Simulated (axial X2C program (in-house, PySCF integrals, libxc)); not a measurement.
# PLi⁺: bond curves with and without spin–orbit coupling

Aim: find the lowest determinant of PLi⁺, scan the bond at several levels and fit the constants, once spin-free and once with spin–orbit coupling.

Program: an in-house X2C program for linear molecules on PySCF integrals. Level of theory: all-electron X2C, P dyall-v3z, Li dyall-cv3z. These are calculated values, not measurements.

### Step 1. Input

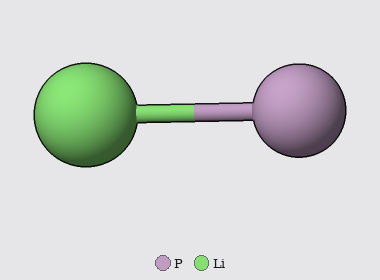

The two atoms at 2.260 Å (phosphorus pink, lithium green).

The input, task.json:

```json
{
 "zs": [
  15,
  3
 ],
 "q": 1,
 "bas": [
  "dyall-v3z",
  "dyall-cv3z"
 ],
 "levels": [
  "PBE0",
  "HF",
  "PW91"
 ],
 "cc": true,
 "r0": 2.26,
 "thr": -2.0,
 "nmax": 90,
 "npts": 10,
 "nst": 2,
 "ntry": 6
}
```

Keys: zs atomic numbers; q charge; bas basis sets; levels methods (HF also brings MP2); cc coupled cluster on or off; r0 starting distance in Å; thr threshold in hartree for freezing inner shells (an s shell follows its p shell); nmax most natural virtual spinors; npts points asked for on the curve; nst determinants followed; ntry starts of the search.

Run with:

```console
$ python so2c.py task.json out
```

Spin-free means the one-electron spin-free X2C Hamiltonian; two-component (2c) means X2C with spin–orbit coupling and atomic mean-field two-electron Coulomb and Gaunt terms. Basis: P dyall-v3z contracted to [8s7p2d1f], Li dyall-cv3z contracted to [7s8p2d]; Gaussian nuclei, density fitting. Masses: P 30.974 u, Li 7.016 u.

Notation: σ, π±, δ± give the projection m of an orbital's angular momentum (0, ±1, ±2), α and β its spin, Λ and M_S the sums; ω is the projection of a spinor's total angular momentum and Ω the sum. Logs are in hartree.

The results follow Hamiltonian by Hamiltonian and level by level.

### Step 2. State search with PBE0

PBE0 moves the distance from 2.260 Å to 2.658 Å and compares determinants there.

Spin-free determinants:

```tsv
ΔE (eV)	state	open shells
0.00	M_S = 3/2, Λ = 0	beyond closed shells: σα, π+α, π-α
0.64	M_S = 1/2, Λ = 0	beyond closed shells: σβ, π+α, π-α
1.21	M_S = 1/2, Λ = 1	beyond closed shells: π+α
1.44	M_S = 1/2, Λ = 0	beyond closed shells: σα, π+β, π-α
1.44	M_S = 1/2, Λ = 2	beyond closed shells: σα, π+α, π+β
2.77	M_S = 1/2, Λ = 1	beyond closed shells: π+α, π+β, π-α
6.43	M_S = 3/2, Λ = 1	beyond closed shells: 2 × σα, π+α
```

Two-component determinants:

```csv
ΔE (eV),state,open shells
0.00,Ω = 3/2,excess of +ω over −ω: ω = 3/2
0.64,Ω = 1/2,"excess of +ω over −ω: 2 × ω = -1/2, ω = 3/2"
1.19,Ω = 1/2,excess of +ω over −ω: ω = 1/2
1.44,Ω = 5/2,"excess of +ω over −ω: 2 × ω = 1/2, ω = 3/2"
1.47,Ω = 1/2,excess of +ω over −ω: ω = 1/2
```

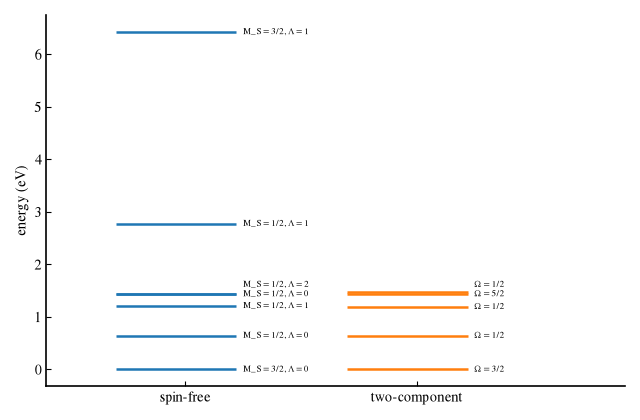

The determinants found, each set from its own lowest.

### Step 3. PBE0, spin-free

State followed: M_S = 3/2, Λ = 0 (beyond closed shells: σα, π+α, π-α). The scan is laid around 2.658 Å, a first estimate of the minimum, and this SCF restarts from the orbitals of the search.

The SCF at the reference distance of 2.658 Å:

```text
spin-free X2C-1e  PBE0
basis functions 87  fitting functions 478  grid points 4364
iter        total energy     max residual
   1       -349.249028124     2.32e-05
   2       -349.249028126     9.79e-06
converged
one-electron -496.58437269  Coulomb 163.19992708  exact exchange -6.08909513  xc functional -18.73446952  nuclear repulsion 8.95898213
```

Along the bond, energies from the lowest point:

```
R (Å)  E (eV)  μ (D)  HOMO (eV)  LUMO (eV)  iterations
2.312  0.1139   6.51     -13.36      -9.23           8
2.419  0.0451   6.95     -13.19      -9.10           7
2.498  0.0166   7.29     -13.06      -9.00           7
2.578  0.0029   7.63     -12.94      -8.89           7
2.658  0.0000   7.98     -12.82      -8.78           2
2.751  0.0068   8.39     -12.68      -8.65           7
2.844  0.0213   8.80     -12.55      -8.52           7
2.964  0.0471   9.35     -12.39      -8.35           7
3.110  0.0848  10.02     -12.20      -8.14           7
3.322  0.1425  11.02     -11.93      -7.85           8
```

Dipoles are positive if Li is the positive end and refer to the centre of mass.

Outer orbitals at the reference distance:

```csv
symmetry,occupied,ε (eV),atomic character
σα,yes,-22.50,"85% P s, 7% Li p, 4% Li d"
σβ,yes,-18.77,"84% P s, 8% Li p, 4% Li d"
σα,yes,-13.51,"84% P p, 7% Li p, 6% Li s"
π+α,yes,-12.82,"95% P p, 3% Li d, 2% Li p"
π-α,yes,-12.82,"95% P p, 3% Li d, 2% Li p"
σβ,no,-8.78,"78% P p, 11% Li s, 7% Li p"
π+β,no,-7.89,"90% P p, 6% Li p, 3% Li d"
π-β,no,-7.89,"90% P p, 6% Li p, 3% Li d"
σα,no,-5.92,"82% Li s, 8% Li p, 4% P p"
```

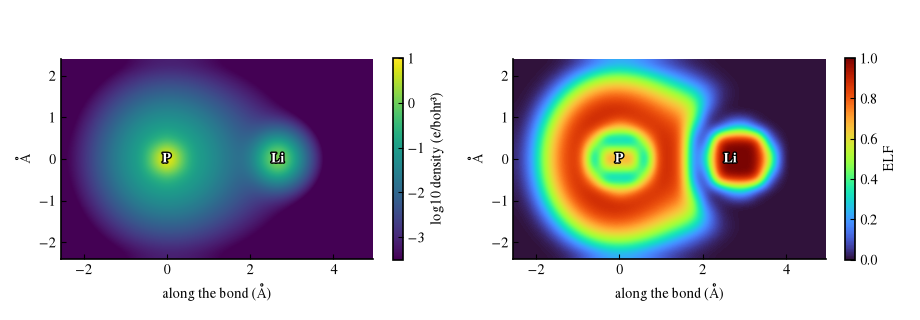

PBE0 fields in a plane through the axis, from a grid of 0.3 Å; P lies at z = 0 and Li at z = 2.658 Å; the ELF is damped to zero where the density is low.

Re = 2.642 Å, ωe = 253.1 cm⁻¹, ωexe = 4.37 cm⁻¹, Be = 0.4222 cm⁻¹, De = 0.440 eV, μ = 7.91 D.

### Step 4. HF, spin-free

The SCF at the reference distance of 2.658 Å:

```text
spin-free X2C-1e  HF
basis functions 87  fitting functions 478  grid points 4364
iter        total energy     max residual
   1       -348.781843990     1.21e-01
   2       -348.787639303     5.04e-03
   3       -348.787755431     1.24e-03
   4       -348.787773516     8.57e-04
   5       -348.787783275     3.28e-04
   6       -348.787785509     1.78e-04
   7       -348.787786066     7.29e-05
   8       -348.787786123     2.07e-05
   9       -348.787786129     6.50e-06
  10       -348.787786130     1.70e-06
converged
one-electron -496.51716479  Coulomb 163.15696800  exact exchange -24.38657147  xc functional 0.00000000  nuclear repulsion 8.95898213
```

Re = 2.689 Å, ωe = 243.2 cm⁻¹, ωexe = 4.62 cm⁻¹, Be = 0.4076 cm⁻¹, De = 0.377 eV, μ = 8.26 D.

### Step 5. PW91, spin-free

Output at 2.658 Å:

```text
spin-free X2C-1e  PW91
basis functions 87  fitting functions 478  grid points 4364
iter        total energy     max residual
   1       -349.371929816     5.02e-02
   2       -349.373184452     1.40e-03
   3       -349.373185950     2.20e-04
   4       -349.373186266     1.98e-04
   5       -349.373186331     6.53e-05
   6       -349.373186338     8.38e-06
converged
one-electron -496.59393660  Coulomb 163.20374526  exact exchange 0.00000000  xc functional -24.94197713  nuclear repulsion 8.95898213
```

Re = 2.646 Å, ωe = 252.0 cm⁻¹, ωexe = 4.19 cm⁻¹, Be = 0.4208 cm⁻¹, De = 0.478 eV, μ = 7.84 D.

### Step 6. Correlated methods, spin-free

Correlated methods: 5 electrons correlated (frozen shells, counted by type: P 2 s, 1 p; Li 1 s), 143 virtual spinors in MP2, 50 natural virtuals in coupled cluster.

Output of the correlated part at 2.658 Å:

```text
correlated 5  virtual 143  natural virtual 50  E(MP2) -0.083870428  MP2 remainder -0.000786951
iter   CCSD correlation   residual
   1     -0.096919389   8.34e-02
   2     -0.100580842   2.40e-02
   3     -0.100808377   5.47e-03
   4     -0.100814652   1.57e-03
   5     -0.100813321   5.02e-04
   6     -0.100819108   1.04e-04
   7     -0.100818437   1.77e-05
   8     -0.100818514   5.54e-06
   9     -0.100818511   1.48e-06
(T) -0.003781796  T1 0.0113  D1 0.0212  max T2 0.080
```

T1 in the output is the amplitude norm over the root of the electron number; divide by √2 for the Lee–Taylor value.

MP2: Re = 2.695 Å, ωe = 240.0 cm⁻¹, Be = 0.4058 cm⁻¹, De = 0.370 eV.

CCSD: Re = 2.690 Å, ωe = 241.1 cm⁻¹, ωexe = 4.52 cm⁻¹, Be = 0.4071 cm⁻¹, De = 0.374 eV. T1 at Re = 0.008 (Lee–Taylor, the printed value over √2).

CCSD(T): Re = 2.691 Å, ωe = 241.0 cm⁻¹, ωexe = 4.51 cm⁻¹, Be = 0.4069 cm⁻¹, De = 0.375 eV. T1 at Re = 0.008 (Lee–Taylor, the printed value over √2).

### Step 7. A higher determinant, spin-free

State: M_S = 1/2, Λ = 0 (beyond closed shells: σβ, π+α, π-α).

Output at the reference distance:

```text
spin-free X2C-1e  PBE0
basis functions 87  fitting functions 478  grid points 4364
iter        total energy     max residual
   1       -349.225345392     1.75e-05
   2       -349.225345393     4.59e-06
converged
one-electron -496.49835882  Coulomb 163.11674366  exact exchange -6.08244294  xc functional -18.72026942  nuclear repulsion 8.95898213
```

```
R (Å)  E above the lowest PBE0 point (eV)
2.312                               0.793
2.419                               0.712
2.498                               0.675
2.578                               0.654
2.658                               0.644
2.751                               0.645
2.844                               0.654
2.964                               0.675
3.110                               0.709
```

Re = 2.700 Å, ωe = 240.6 cm⁻¹, ωexe = 3.49 cm⁻¹, Be = 0.4044 cm⁻¹, μ = 8.15 D. ⟨S²⟩ = 1.77 against 0.75 for a pure state, so this determinant mixes spins. Te = 0.64 eV.

### Step 8. The spin-free curves together

Energy (eV) of the followed determinant, spin-free, from each level's lowest point:

```
R (Å)   PBE0     HF    MP2   CCSD  CCSD(T)   PW91
2.312  0.114  0.146  0.147    n/a      n/a  0.116
2.419  0.045  0.064  0.066  0.064    0.064  0.047
2.498  0.017  0.028  0.029  0.028    0.028  0.018
2.578  0.003  0.008  0.009  0.008    0.008  0.003
2.658  0.000  0.000  0.000  0.000    0.000  0.000
2.751  0.007  0.002  0.001  0.001    0.001  0.006
2.844  0.021  0.012  0.010  0.011    0.011  0.021
2.964  0.047  0.033  0.031  0.032    0.032  0.046
3.110  0.085  0.066  0.062    n/a      n/a  0.084
3.322  0.143  0.117  0.113    n/a      n/a  0.143
```

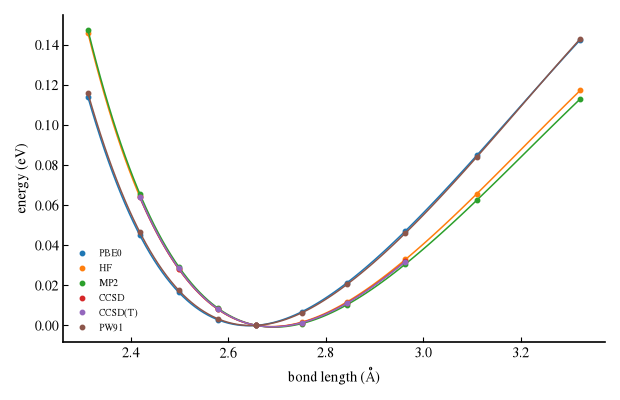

Curves of the followed state, spin-free, each from its own lowest point.

### Step 9. PBE0, 2c

State followed: Ω = 3/2 (excess of +ω over −ω: ω = 3/2). The scan is laid around 2.658 Å, a first estimate of the minimum, and this SCF restarts from the orbitals of the search.

Output at 2.658 Å:

```text
two-component X2C + atomic mean field  PBE0
basis functions 87  fitting functions 478  grid points 4364
iter        total energy     max residual
   1       -349.201418069     4.39e-05
   2       -349.201418076     1.68e-05
converged
one-electron -496.45828969  Coulomb 163.16427425  exact exchange -6.08788495  xc functional -18.73071504  nuclear repulsion 8.95898213  atomic mean-field constant -0.04778477
```

Along the bond, energies from the lowest point:

```
R (Å)  E (eV)  μ (D)  HOMO (eV)  LUMO (eV)  iterations
2.312  0.1141   6.51     -13.34      -9.23           8
2.419  0.0452   6.95     -13.17      -9.10           7
2.498  0.0166   7.29     -13.04      -9.00           7
2.578  0.0029   7.63     -12.92      -8.89           7
2.658  0.0000   7.98     -12.80      -8.78           2
2.751  0.0068   8.39     -12.66      -8.65           7
2.844  0.0213   8.80     -12.53      -8.52           7
2.964  0.0471   9.35     -12.37      -8.35           7
3.110  0.0847  10.02     -12.18      -8.14           7
3.322  0.1425  11.02     -11.91      -7.85           8
```

Dipoles are positive if Li is the positive end and refer to the centre of mass.

Outer spinors at the reference distance:

| ω | occupied | ε (eV) | atomic character | λ mixture |
| --- | --- | --- | --- | --- |
| 1/2 | yes | -22.50 | 85% P s, 7% Li p, 4% Li d | 100% σ |
| -1/2 | yes | -18.77 | 84% P s, 8% Li p, 4% Li d | 100% σ |
| 1/2 | yes | -13.51 | 84% P p, 7% Li p, 6% Li s | 100% σ |
| -1/2 | yes | -12.84 | 95% P p, 3% Li d, 2% Li p | 100% π |
| 3/2 | yes | -12.80 | 95% P p, 3% Li d, 3% Li p | 100% π |
| -1/2 | no | -8.78 | 78% P p, 11% Li s, 7% Li p | 100% σ |
| 1/2 | no | -7.90 | 90% P p, 6% Li p, 3% Li d | 100% π |
| -3/2 | no | -7.87 | 90% P p, 7% Li p, 3% Li d | 100% π |
| 1/2 | no | -5.92 | 82% Li s, 8% Li p, 4% P p | 100% σ |

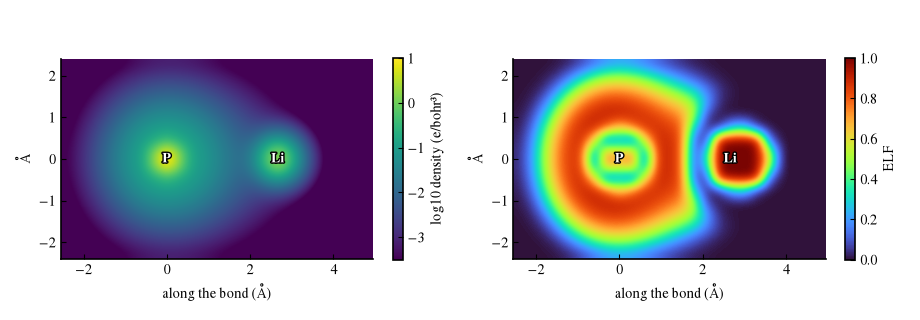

PBE0 fields in a plane through the axis, from a grid of 0.3 Å; P lies at z = 0 and Li at z = 2.658 Å; the ELF is damped to zero where the density is low.

Re = 2.642 Å, ωe = 253.1 cm⁻¹, ωexe = 4.37 cm⁻¹, Be = 0.4221 cm⁻¹, De = 0.440 eV, μ = 7.91 D.

### Step 10. HF, 2c

Output at 2.658 Å:

```text
two-component X2C + atomic mean field  HF
basis functions 87  fitting functions 478  grid points 4364
iter        total energy     max residual
   1       -348.734357879     1.21e-01
   2       -348.740151872     5.04e-03
   3       -348.740268407     1.25e-03
   4       -348.740286739     8.66e-04
   5       -348.740296670     3.30e-04
   6       -348.740298956     1.79e-04
   7       -348.740299543     7.49e-05
   8       -348.740299618     2.98e-05
   9       -348.740299641     2.59e-05
  10       -348.740299660     2.04e-05
  11       -348.740299687     2.56e-05
  12       -348.740299708     2.29e-05
  13       -348.740299715     9.00e-06
  14       -348.740299716     2.12e-06
converged
one-electron -496.39078725  Coulomb 163.12099274  exact exchange -24.38170257  xc functional 0.00000000  nuclear repulsion 8.95898213  atomic mean-field constant -0.04778477
```

Re = 2.689 Å, ωe = 243.2 cm⁻¹, ωexe = 4.62 cm⁻¹, Be = 0.4076 cm⁻¹, De = 0.377 eV, μ = 8.26 D.

### Step 11. PW91, 2c

The SCF at the reference distance of 2.658 Å:

```text
two-component X2C + atomic mean field  PW91
basis functions 87  fitting functions 478  grid points 4364
iter        total energy     max residual
   1       -349.324228802     5.02e-02
   2       -349.325483172     1.39e-03
   3       -349.325484651     2.16e-04
   4       -349.325485005     2.07e-04
   5       -349.325485071     6.57e-05
   6       -349.325485078     7.94e-06
converged
one-electron -496.46758526  Coulomb 163.16779210  exact exchange 0.00000000  xc functional -24.93688928  nuclear repulsion 8.95898213  atomic mean-field constant -0.04778477
```

Re = 2.647 Å, ωe = 252.0 cm⁻¹, ωexe = 4.19 cm⁻¹, Be = 0.4207 cm⁻¹, De = 0.478 eV, μ = 7.84 D.

### Step 12. MP2 and beyond, 2c

Correlated methods: 5 electrons correlated (frozen shells, counted by type: P 2 s, 1 p; Li 1 s), 143 virtual spinors in MP2, 50 natural virtuals in coupled cluster.

Output of the correlated part at 2.658 Å:

```text
correlated 5  virtual 143  natural virtual 50  E(MP2) -0.083872702  MP2 remainder -0.000786562
iter   CCSD correlation   residual
   1     -0.096922276   8.34e-02
   2     -0.100584035   2.40e-02
   3     -0.100811754   5.48e-03
   4     -0.100818130   1.59e-03
   5     -0.100816853   5.27e-04
   6     -0.100822961   1.43e-04
   7     -0.100821874   7.03e-05
   8     -0.100822259   4.29e-05
   9     -0.100822244   1.33e-05
(T) -0.003782317  T1 0.0113  D1 0.0212  max T2 0.080
```

MP2: Re = 2.695 Å, ωe = 240.0 cm⁻¹, Be = 0.4057 cm⁻¹, De = 0.371 eV.

CCSD: Re = 2.691 Å, ωe = 241.1 cm⁻¹, ωexe = 4.52 cm⁻¹, Be = 0.4071 cm⁻¹, De = 0.374 eV. T1 at Re = 0.008 (Lee–Taylor, the printed value over √2).

CCSD(T): Re = 2.691 Å, ωe = 241.1 cm⁻¹, ωexe = 4.51 cm⁻¹, Be = 0.4068 cm⁻¹, De = 0.375 eV. T1 at Re = 0.008 (Lee–Taylor, the printed value over √2).

### Step 13. A higher determinant, 2c

State: Ω = 1/2 (excess of +ω over −ω: 2 × ω = -1/2, ω = 3/2).

Output at the reference distance:

```text
two-component X2C + atomic mean field  PBE0
basis functions 87  fitting functions 478  grid points 4364
iter        total energy     max residual
   1       -349.177723092     4.18e-05
   2       -349.177723094     4.67e-06
converged
one-electron -496.37198145  Coulomb 163.08080376  exact exchange -6.08123335  xc functional -18.71650942  nuclear repulsion 8.95898213  atomic mean-field constant -0.04778477
```

```
R (Å)  E above the lowest PBE0 point (eV)
2.312                               0.794
2.419                               0.712
2.498                               0.675
2.578                               0.654
2.658                               0.645
2.751                               0.645
2.844                               0.654
2.964                               0.675
3.110                               0.709
```

Re = 2.700 Å, ωe = 240.6 cm⁻¹, ωexe = 3.48 cm⁻¹, Be = 0.4043 cm⁻¹, μ = 8.15 D. Te = 0.64 eV.

### Step 14. The 2c curves together

Energy (eV) of the followed determinant, 2c, from each level's lowest point:

```
R (Å)   PBE0     HF    MP2   CCSD  CCSD(T)   PW91
2.312  0.114  0.146  0.148    n/a      n/a  0.116
2.419  0.045  0.064  0.066  0.064    0.064  0.047
2.498  0.017  0.028  0.029  0.028    0.029  0.018
2.578  0.003  0.008  0.009  0.008    0.008  0.003
2.658  0.000  0.000  0.000  0.000    0.000  0.000
2.751  0.007  0.002  0.001  0.001    0.001  0.006
2.844  0.021  0.012  0.010  0.011    0.011  0.020
2.964  0.047  0.033  0.031  0.032    0.032  0.046
3.110  0.085  0.066  0.062    n/a      n/a  0.084
3.322  0.142  0.117  0.113    n/a      n/a  0.143
```

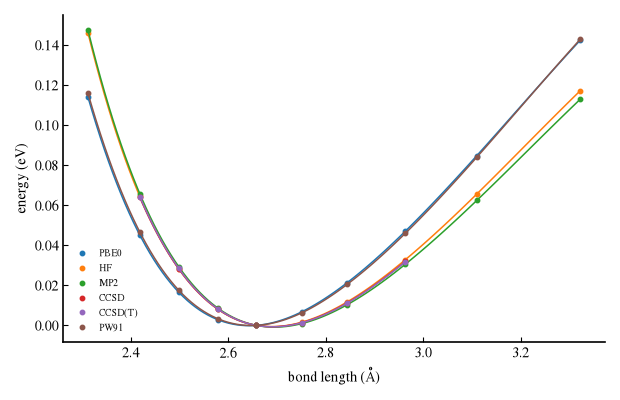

Curves of the followed state, 2c, each from its own lowest point.

The whole job took 27 s on 1 thread of Intel Xeon at 2.60GHz (Ice Lake), shared host; peak memory 0.23 GiB.

### Step 15. What came out

Lowest determinant that the search found at its distance, spin-free: M_S = 3/2, Λ = 0 (beyond closed shells: σα, π+α, π-α).

Lowest determinant that the search found at its distance, 2c: Ω = 3/2 (excess of +ω over −ω: ω = 3/2).

```json
{"Hamiltonian": "spin-free", "level": "PBE0", "Re (Å)": "2.642", "ωe (cm⁻¹)": "253.1", "De (eV)": "0.440", "μ (D)": "7.91"}
{"Hamiltonian": "spin-free", "level": "HF", "Re (Å)": "2.689", "ωe (cm⁻¹)": "243.2", "De (eV)": "0.377", "μ (D)": "8.26"}
{"Hamiltonian": "spin-free", "level": "MP2", "Re (Å)": "2.695", "ωe (cm⁻¹)": "240.0", "De (eV)": "0.370", "μ (D)": "n/a"}
{"Hamiltonian": "spin-free", "level": "CCSD", "Re (Å)": "2.690", "ωe (cm⁻¹)": "241.1", "De (eV)": "0.374", "μ (D)": "n/a"}
{"Hamiltonian": "spin-free", "level": "CCSD(T)", "Re (Å)": "2.691", "ωe (cm⁻¹)": "241.0", "De (eV)": "0.375", "μ (D)": "n/a"}
{"Hamiltonian": "spin-free", "level": "PW91", "Re (Å)": "2.646", "ωe (cm⁻¹)": "252.0", "De (eV)": "0.478", "μ (D)": "7.84"}
{"Hamiltonian": "2c", "level": "PBE0", "Re (Å)": "2.642", "ωe (cm⁻¹)": "253.1", "De (eV)": "0.440", "μ (D)": "7.91"}
{"Hamiltonian": "2c", "level": "HF", "Re (Å)": "2.689", "ωe (cm⁻¹)": "243.2", "De (eV)": "0.377", "μ (D)": "8.26"}
{"Hamiltonian": "2c", "level": "MP2", "Re (Å)": "2.695", "ωe (cm⁻¹)": "240.0", "De (eV)": "0.371", "μ (D)": "n/a"}
{"Hamiltonian": "2c", "level": "CCSD", "Re (Å)": "2.691", "ωe (cm⁻¹)": "241.1", "De (eV)": "0.374", "μ (D)": "n/a"}
{"Hamiltonian": "2c", "level": "CCSD(T)", "Re (Å)": "2.691", "ωe (cm⁻¹)": "241.1", "De (eV)": "0.375", "μ (D)": "n/a"}
{"Hamiltonian": "2c", "level": "PW91", "Re (Å)": "2.647", "ωe (cm⁻¹)": "252.0", "De (eV)": "0.478", "μ (D)": "7.84"}
```

Dipoles are positive if Li is the positive end and refer to the centre of mass.

Time per point (s) on 1 thread of Intel Xeon at 2.60GHz (Ice Lake), shared host (2c runs; CCSD comes with the CCSD(T) run); the times are rough: PBE0 0.16, HF 0.082, MP2 0.097, CCSD(T) 0.34, PW91 0.16.

In words: At CCSD(T), going from spin-free to two-component changes Re by 0 mÅ, ωe by 0.0 %, which is small (part of it comes from the scalar share of the two-electron terms). De moves by 0.00 eV; both De rest on single-determinant atoms, which can miss part of an open shell's spin–orbit lowering.

De refers to P + Li+, each in the lowest determinant found, which need not be this curve's own limit. The state is a single determinant with fixed occupations, the lowest that a limited PBE0 search found. De is counted from the lowest determinant-based energies of the atoms at the same level, without counterpoise correction. Density functionals use the spin component along the axis (collinear). Coupled cluster ran in a truncated set of natural virtual spinors; the MP2 energy of the rest was added. With several unpaired electrons one determinant need not be a pure state.
